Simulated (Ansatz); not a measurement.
AlClH₄Si···H₂

Input file:

```
crystal:
  periodic: [false, false, false]
  atoms:
    - {symbol: Al, position_ang: [-1.599064, 0.203077, -0.283328]}
    - {symbol: Si, position_ang: [0.862739, -0.580759, -0.443126]}
    - {symbol: H, position_ang: [-1.846303, 0.988810, -1.639377]}
    - {symbol: H, position_ang: [-2.398846, -1.110473, 0.107290]}
    - {symbol: H, position_ang: [0.949794, 0.517627, 0.988871]}
    - {symbol: Cl, position_ang: [-1.155515, 1.500741, 1.419451]}
    - {symbol: H, position_ang: [1.976648, 0.019817, -1.238461]}
    - {symbol: H, position_ang: [1.710367, 0.249693, 0.923558]}
    - {symbol: H, position_ang: [1.500081, -1.788332, 0.165323]}
basis:
  gaussian: {orbitals: def2-TZVPP}
hamiltonian: {xc: pbe0, dispersion: d4}
output: {orbitals: {seedname: orbitals}}
```

Command:

```sh
ansatz run in.yaml --threads 2 --pin off --events-out ev --progress --plain --max-ram 4352MiB
```

The product side of a reaction path; geometry: PBE0-D4/def2-TZVP.

Method: RKS PBE0-D4/def2-TZVPP in Ansatz 0.2.0.

Q: What will maps of the electron density and electron localisation function show?

A: Si2···H5 (1.81 Å): the density falls to about 0.39 e/Å³ on the way; the ELF climbs to about 1 towards the hydrogen, as it does in any bond to H.
H5···H8 (0.81 Å): the density falls to about 1.5 e/Å³ on the way; the ELF is about 1 at the midpoint.
Al–Cl (2.19 Å): ρ at the midpoint is about 0.62 e/Å³; the ELF peaks at about 0.85 in the valence shell of Cl, 0.9 Å from its nucleus, and is about 0.80 at the midpoint.
Al–Si (2.59 Å): ρ at the midpoint is about 0.37 e/Å³, with its minimum of 0.27 e/Å³ about 0.9 Å from Al; the ELF peaks at about 1 between the atoms; a covalent bond.

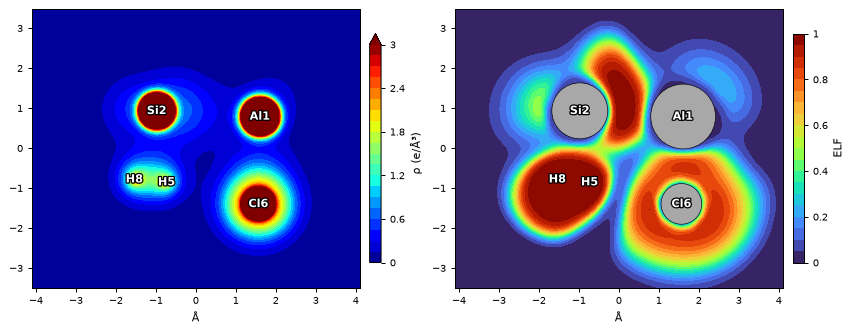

Computed electron density and electron localisation function on the plane of atoms Si2, Al1 and Cl6, in this order. Grey discs cover the atomic cores in the ELF map. 
